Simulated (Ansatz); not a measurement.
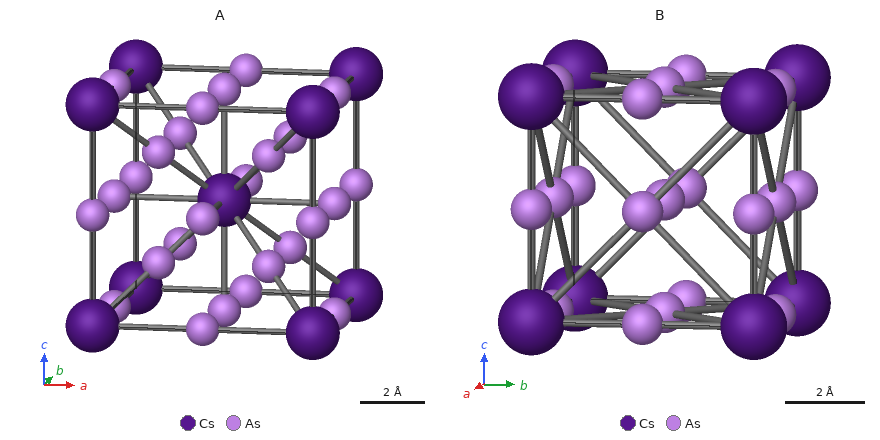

Two structures of CsAs7, each relaxed to rest (conventional cells in solid outline, small ones repeated, not to one scale). Method: DFT PBE, scalar-relativistic, plane waves, PAW (Ansatz 0.2.0), without spin polarisation.

What are the two structures?

A: 16 atoms a cell on a body-centred cubic lattice, Im-3m. B: 8 atoms a cell on a primitive cubic lattice, Pm-3m.

A or B: which is lower in energy?

B is lower, by 122 meV/atom at this level of theory (energies at zero smearing). Volumes: A 22.4, B 24.4 Å³/atom.

One or both may be structure types tried for this composition rather than known phases.
